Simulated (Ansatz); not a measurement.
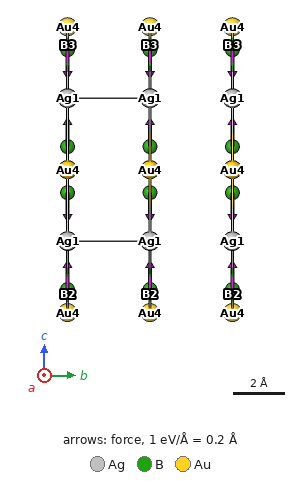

Starting geometry of crystalline AgB$_{2}$Au (a generated structure, set up in Pmmm) (coarse preliminary run) with the computed forces as purple arrows. A ball-and-stick model of the cell of the calculation, repeated 1 × 2 × 1 with one cell outlined, seen along the a axis.

Computed with Ansatz 0.2.0, DFT PBE, scalar-relativistic, plane waves, PAW. Settings: plane-wave cutoff 420 eV; k-point mesh 6 × 6 × 4; occupations gaussian; smearing width 0.1 eV; no spin polarisation; cell and atoms relaxed; force threshold 0.04 eV/Å; at most 70 steps.

> What follows when this structure is relaxed?

It isn't relaxed: the largest force vector, on B atoms, is 5.98 eV/Å. The atoms end up moving mostly along the starting forces (cosine between the two patterns 1.00). The largest moves relative to the cell, 0.038 Å, are those of B2 and B3. B2 goes along +c. Au and Ag stay in place. The volume changes by +34.9 %, with a 3.165 → 3.787 Å (+19.7 %), b 3.273 → 3.997 Å (+22.1 %), c 5.674 → 5.238 Å (−7.7 %). Some distances before and after: B2–Au4 1.827 → 2.089 Å, Ag1–Au4 2.837 → 2.619 Å, Ag1–B2 2.490 → 2.570 Å, B2–B3 1.829 → 1.763 Å. Among the angles between lasting bonds that change: B2–Ag1–B3 101.1° → 85.1°, B2–Ag1–B2 78.9° → 94.9°, Ag1–B3–Ag1 78.9° → 94.9°. The space group stays Pmmm (No. 47). After 13 accepted moves (16 points after the start) the energy has fallen by 936 meV per atom. The largest force component goes from 6 to 0.012 eV/Å. The pressure goes from 48.10 to 0.04 GPa. The line search rejected the trial step at point 14 of the run. At 2 points the geometry stayed and the basis and grid were re-selected for the new cell (energy shift of 16.5 meV per atom at most each time).
